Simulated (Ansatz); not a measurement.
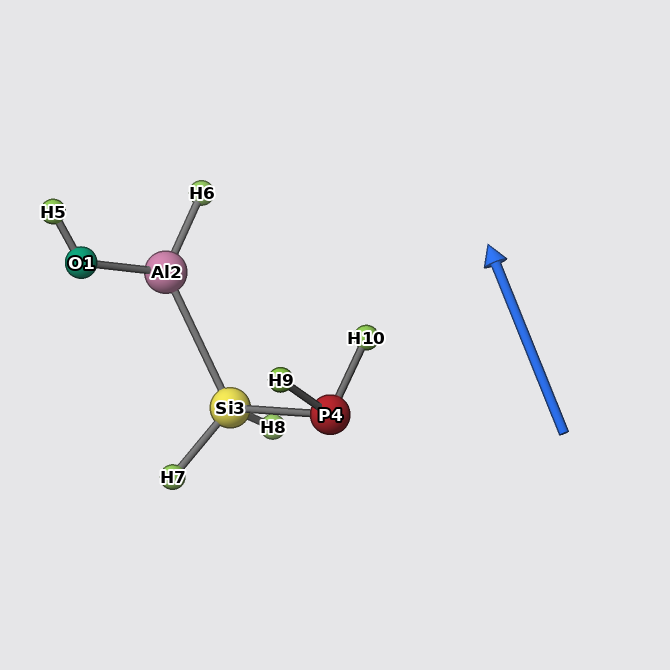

The arrow beside the molecule shows the direction of the dipole moment, from the negative to the positive end (its length means nothing). The computed structure is the end point of a PBE0-D4/def2-TZVP optimisation. No frequency run is at hand to confirm it as a minimum. Level of theory: RKS PBE0-D4/def2-TZVP (Ansatz 0.2.0).

### Estimate the dipole moment.

1.90 D; it points from the side of P4 to the side of H5 (the outermost atoms at the two ends).
